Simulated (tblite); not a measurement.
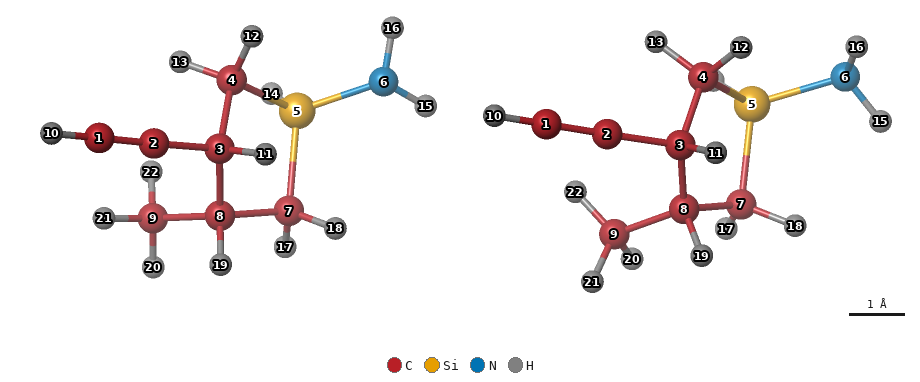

Two geometries of C7H13NSi, drawn at one scale. One is the start of a relaxation, the other its converged end. The picture is a ball-and-stick view, seen at a tilt.

These are results of tblite, GFN2-xTB geometry optimisation, gas phase, not measurements. 

### Which geometry has the lower energy?

The left one is the relaxed one. Over 112 geometry steps the energy falls by 30.0 kcal/mol. The atom that moves furthest after the best rigid fit is H21 (1.30 Å). Largest moves by element: H 1.30 Å, C 0.60 Å, N 0.41 Å, Si 0.16 Å. Among the contacts that change: C3–C8 1.453 → 1.543 Å, Si5–N6 1.794 → 1.728 Å, C4–Si5 1.836 → 1.900 Å, C3–C4 1.482 → 1.539 Å. Bond angles that change, for instance: Si5–C7–H17 107.4° → 114.9°, Si5–N6–H16 110.4° → 117.9°, C3–C8–C7 113.7° → 106.8°. Groups turn about C8–C9 by about 40°, C3–C8 by about 30°, C3–C4 by about 25°.
